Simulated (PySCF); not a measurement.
**BF₂H₅OSi₂ (SMILES O[Si](F)(F)B[SiH3]): density, localisation and related maps**

```xyz
11

Si    1.4222   -0.1164    0.2791
F     2.8658    0.4306   -0.2068
F     1.4432   -1.6827   -0.1315
B    -0.1609    0.7774   -0.5380
Si   -1.9301   -0.1704   -0.6082
O     1.3049    0.0534    1.9055
H    -0.0526    1.8712   -1.0374
H    -1.8640   -0.9240   -1.9076
H    -2.1269   -1.1629    0.4908
H    -3.1043    0.7532   -0.6621
H     2.0812   -0.0858    2.4571
```

Geometry: PBE0-D3(BJ)/def2-SVP.

Theory: PBE0/pcSseg-2, SCF density, gas phase, non-relativistic in PySCF.

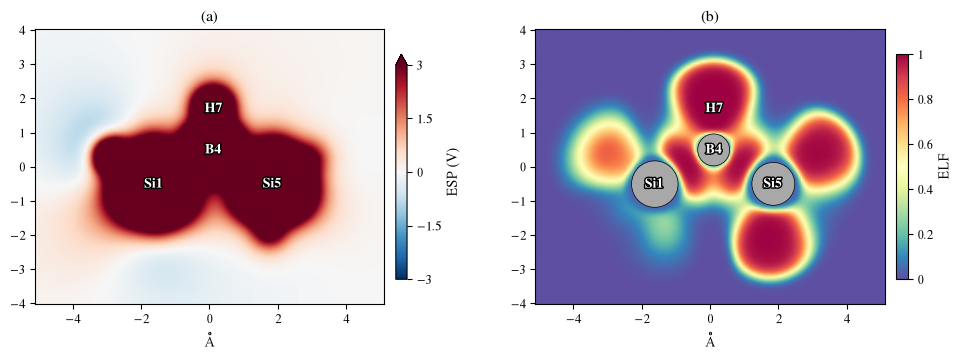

Figure 1. (a) electrostatic potential; (b) electron localisation function on the plane of atoms Si5, B4 and H7. Grey discs cover the atomic cores in the ELF map.

**What does the map show?**

- The section cuts through Si, B and H sites.
- Si–B (1.99 Å): the ELF peaks at about 1 between the atoms: localised, covalent bonding.
- B–H (1.21 Å): the ELF climbs to about 1 towards the hydrogen, as it does in any bond to H: a covalent bond by its length.
- The ELF also peaks beside F2, away from the bonds: lone-pair regions.
- Outside the dense part of the molecule the potential is most negative (−0.8 V) near F2, which lies off the plane.

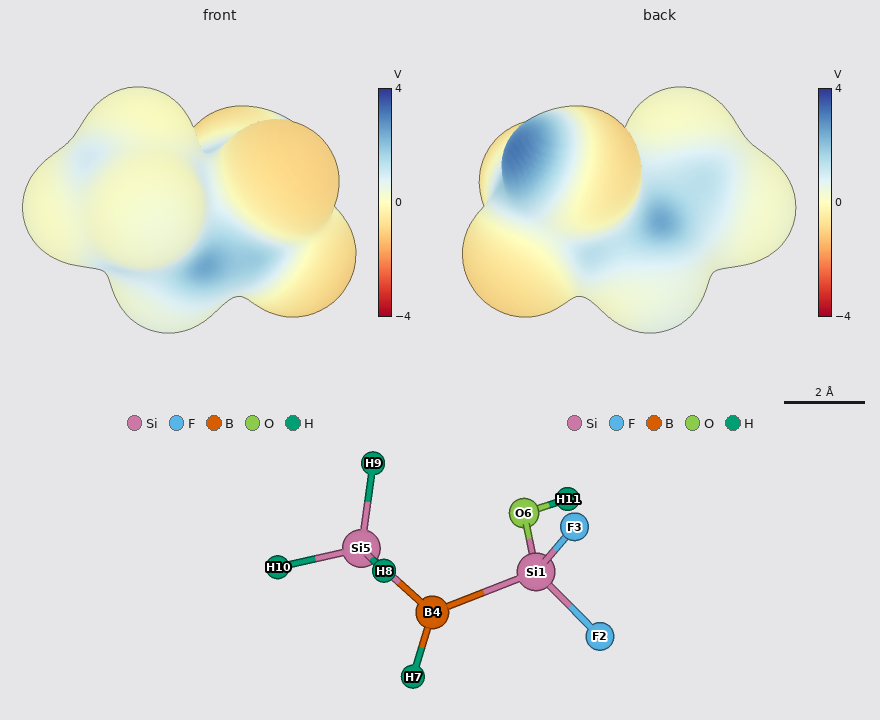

Figure 2. The electrostatic potential painted on the density surface at 0.002 e/bohr³, seen from the front and from behind; the colour scale runs from red (negative) to blue (positive). The bare structure is drawn below in the same view.

**Describe the electrostatic potential map.**

The most negative region (about −0.9 V) lies over F2 and F3, the most positive (about +3.0 V) over H11.

**How polar is the molecule by this calculation?**

Its dipole moment is 1.36 D.
